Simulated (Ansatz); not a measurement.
ZrS$_{2}$ (CdI2 type)

```
ZrS2
1.0
    3.57813     0.00000     0.00000
   -1.78907     3.09875     0.00000
    0.00000     0.00000     5.54076
Zr S
1 2
Direct
  0.00000   0.00000   0.00000
  0.33333   0.66667   0.26469
  0.66667   0.33333   0.73531
```

Equation-of-state scan: isotropic scaling of the cell above, V₀ being its volume. The atoms relax within the cell's symmetry.

The numbers are results of PBEsol-D3(BJ) (plane waves to 420 eV, PAW, scalar-relativistic; Ansatz, an electronic-structure program), not measurements. k mesh 11×11×6 (Γ-centred), Fermi-Dirac smearing 0.05 eV. E stands for the smeared free energy. With the shape held, the modulus is that of even scaling; a crystal free to change shape is softer. ZrS2 is run without spin polarisation. ZrS2 was relaxed with its symmetry unable to fall. ΔE is measured from the relaxed starting cell.

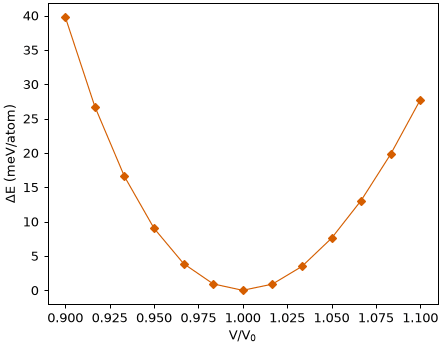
*ΔE (meV/atom) against V/V₀; computed points joined by lines.*

Problem. What is ΔE at V/V₀ = 1.100?

Solution. About 28 meV/atom.

Problem. What bulk modulus at fixed cell shape B₀ follows from a third-order Birch-Murnaghan fit?

Solution. About 52 GPa.

Problem. What is ΔE at V/V₀ = 0.900?

Solution. About 40 meV/atom.

(Under strain, the slope of the energy per volume gives the stress and its curvature an elastic modulus.)
